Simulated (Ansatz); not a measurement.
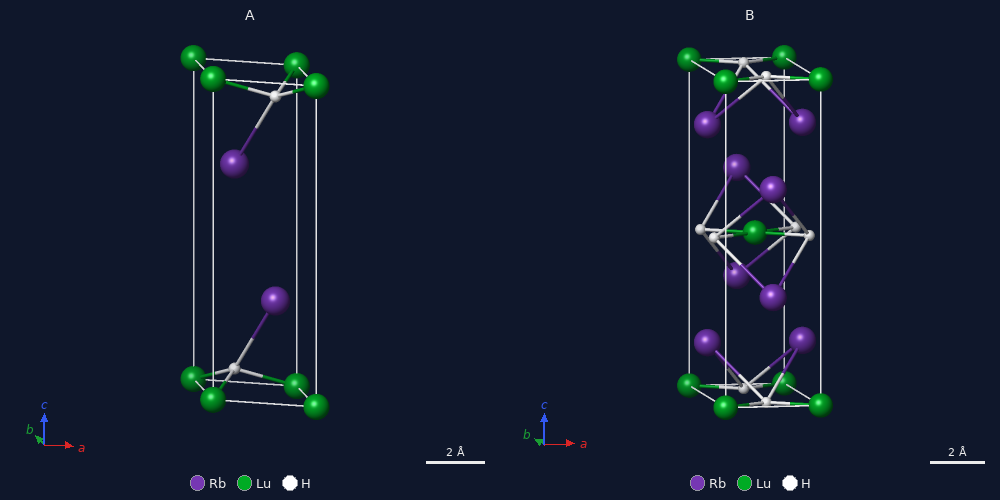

Two structures of Rb₂LuH₂, each relaxed to rest (conventional cells in solid outline, small ones repeated, not to one scale). Method: DFT PBE, scalar-relativistic, plane waves, PAW (Ansatz 0.2.0), without spin polarisation.

Which two forms are compared?

Answer. A: CaAl₂Si₂ type, P-3m1. B: 10 atoms a cell on a body-centred orthorhombic lattice, Immm.

What is the energy order of the two?

Answer. A is lower, by 78 meV/atom at this level of theory (energies at zero smearing). Volumes: A 29.3, B 31.1 Å³/atom.

One or both may be structure types tried for this composition rather than known phases.
